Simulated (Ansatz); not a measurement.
# [SiF5]− (SMILES F[Si-](F)(F)(F)F): B3LYP/6-31G(d) (spherical functions)

What is the vertical ionisation energy of [SiF5]− at B3LYP/6-31G* (spherical functions)? 

The calculation is run with Ansatz 0.2.0.

16 further runs of the same task are left out: 14 that didn't finish, 2 set aside as unsound or not needed. Runs told in other sessions of the task aren't counted.

**1. The system as given**

[SiF5]−: 6 atoms, total charge -1, spin state singlet. As SMILES, `F[Si-](F)(F)(F)F`. The coordinates come from a PBE0-D4/def2-TZVPD relaxation.

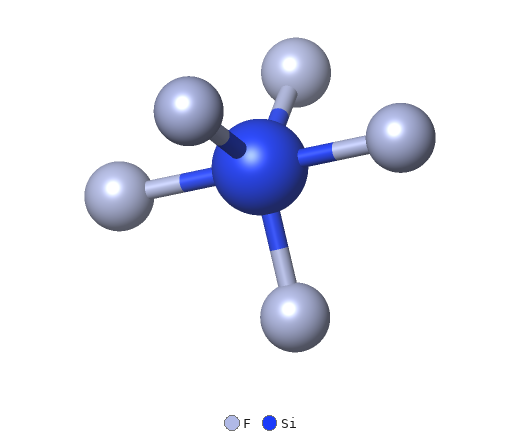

The structure, seen from a chosen angle (fluorine light blue, silicon blue).

**2. The energy at B3LYP/6-31G(d) (spherical functions)**

in.yaml reads:

```yaml
crystal:
  periodic: [false, false, false]
  atoms:
    - {symbol: F, position_ang: [-0.716900, -1.106000, 1.023500]}
    - {symbol: Si, position_ang: [-0.000000, -0.000000, -0.000000]}
    - {symbol: F, position_ang: [-1.466700, 0.583500, -0.396400]}
    - {symbol: F, position_ang: [0.651500, -1.218400, -0.860200]}
    - {symbol: F, position_ang: [0.716500, 1.105800, -1.024000]}
    - {symbol: F, position_ang: [0.815500, 0.635100, 1.257000]}
basis:
  gaussian: {orbitals: 6-31G_st_-spherical.json}
total_charge: -1
hamiltonian: {xc: {name: B3LYP}}
accuracy: high
output: {orbitals: {seedname: orbitals}}
```

The basis set 6-31G* is read from a file made from the Basis Set Exchange's data (not shown).

Run with:

```
ansatz run in.yaml --threads 1 --pin off --max-ram 3480MiB --events-out events.jsonl --progress --plain --runs-dir runs
```

What it wrote:

```text
Warning: RAYON_NUM_THREADS=1 ignored (pool sized by the plan → 1); use --threads N
Functional definition: B3LYP
  name "B3LYP"
  parameter a0 = 0.2
  parameter ax = 0.72
  parameter ac = 0.81
  exchange = (1 - a0 - ax)*slater_x + ax*b88_x + a0*exact_x
  correlation = (1 - ac)*vwn_rpa_c + ac*lyp_c
1915 factors; integrals over basis functions are off by at most 3.6e-9 eV
mean field evaluation 1: about -21468.9213 eV, gradient 3.3e1 eV
mean field evaluation 2: about -21467.7202 eV, gradient 4.5e1 eV
mean field evaluation 4: about -21470.6277 eV, gradient 3.9e-1 eV
mean field evaluation 8: about -21470.7997 eV, gradient 5.6e-3 eV
mean field evaluation 16: about -21470.7998 eV, gradient 3.9e-7 eV
mean field -21470.79975311 eV, -789.0373374960 hartree, gradient 8.1e-8 eV, S^2 0.000000; 0 other end points of the search recorded, 0 dependent functions left out
reference -21470.79978951 eV, -789.0373388338 hartree; 30, 30 occupied and 58, 58 virtual orbitals, 1915 factors
Total energy: -21470.79978951 eV, -789.0373388338 hartree
```

Run time: 8.4 s. Hardware: 1 thread of Arm Neoverse V1, shared host; peak memory 0.31 GiB.

**3. Doublet neutral SiF5**

run.yaml reads:

```yaml
crystal:
  periodic: [false, false, false]
  atoms:
    - {symbol: F, position_ang: [-0.716900, -1.106000, 1.023500]}
    - {symbol: Si, position_ang: [-0.000000, -0.000000, -0.000000]}
    - {symbol: F, position_ang: [-1.466700, 0.583500, -0.396400]}
    - {symbol: F, position_ang: [0.651500, -1.218400, -0.860200]}
    - {symbol: F, position_ang: [0.716500, 1.105800, -1.024000]}
    - {symbol: F, position_ang: [0.815500, 0.635100, 1.257000]}
basis:
  gaussian: {orbitals: 6-31G_st_-spherical.json}
output: {orbitals: {seedname: orbitals}}
hamiltonian: {xc: {name: B3LYP}}
magnetization: {spin_polarized: true, initial_magnetization: 1}
accuracy: high
```

The basis set 6-31G* is read from a file made from the Basis Set Exchange's data (not shown).

Run with:

```
ansatz run run.yaml --threads 1 --pin off --max-ram 3480MiB --events-out events.jsonl --progress --plain --runs-dir runs
```

What it wrote:

```text
Warning: RAYON_NUM_THREADS=1 ignored (pool sized by the plan → 1); use --threads N
Functional definition: B3LYP
  name "B3LYP"
  parameter a0 = 0.2
  parameter ax = 0.72
  parameter ac = 0.81
  exchange = (1 - a0 - ax)*slater_x + ax*b88_x + a0*exact_x
  correlation = (1 - ac)*vwn_rpa_c + ac*lyp_c
1915 factors; integrals over basis functions are off by at most 3.6e-9 eV
mean field evaluation 1: about -21460.5640 eV, gradient 3.4e1 eV
mean field evaluation 2: about -21450.3124 eV, gradient 6.3e1 eV
mean field evaluation 4: about -21463.8390 eV, gradient 6.1e0 eV
mean field evaluation 8: about -21464.1480 eV, gradient 9.0e-1 eV
mean field evaluation 16: about -21464.1652 eV, gradient 1.3e-1 eV
mean field evaluation 32: about -21464.1658 eV, gradient 1.8e-5 eV
mean field evaluation 64: about -21464.0424 eV, gradient 5.4e0 eV
mean field -21464.16582233 eV, -788.7935450364 hartree, gradient 9.2e-8 eV, S^2 0.753469; 7 other end points of the search recorded, 0 dependent functions left out
reference -21464.16585783 eV, -788.7935463412 hartree; 30, 29 occupied and 58, 59 virtual orbitals, 1915 factors
Total energy: -21464.16585783 eV, -788.7935463412 hartree
```

It took 71 s on 1 thread of Arm Neoverse V1, shared host; peak memory 0.47 GiB.

**4. Outcome**

At B3LYP/6-31G* (spherical functions):

| quantity | value |
| --- | --- |
| singlet [SiF5]−: total energy | -789.03734 Eh |
| singlet [SiF5]−: HOMO energy | -3.69 eV |
| singlet [SiF5]−: LUMO energy | 7.59 eV |
| singlet [SiF5]−: HOMO–LUMO gap (to an unbound level, set by the basis) | 11.28 eV |
| doublet neutral SiF5: total energy | -788.79355 Eh |
| doublet neutral SiF5: HOMO energy (highest over α and β) | -11.06 eV |
| doublet neutral SiF5: LUMO energy (lowest over α and β) | -9.56 eV |
| doublet neutral SiF5: ⟨S²⟩ | 0.753 |
| vertical detachment energy (to the doublet neutral) | 6.634 eV |

**Reading.** The vertical ionisation energy comes to 6.63 eV (640 kJ/mol). The negative HOMO energy of the first species, 3.69 eV, lies 2.94 eV below that difference.
